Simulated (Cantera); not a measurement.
Charge: 1 mol n-butane, 0.49 mol O2, equilibrated at 4.70 bar.

Method: chemical equilibrium by Gibbs-energy minimisation in Cantera with the NASA 1993 tables (ideal gas, pure condensed phases). Candidate condensed phases: C, C6H6, C7H8, C8H18, H2O; 110 gas species. Equilibrium is a limit: real reactors are often held back by kinetics, nucleation or transport.

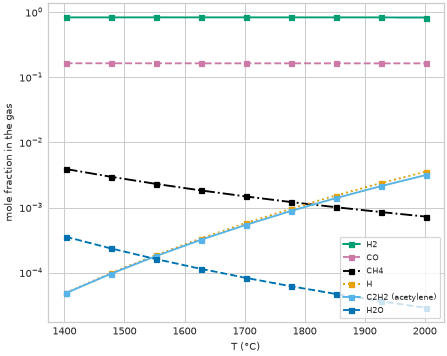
*Equilibrium gas composition (values under 1e-9 drawn at 1e-9)*

From 1402 °C to 2002 °C the condensed part is C(graphite). The main C-bearing gas is CO throughout.
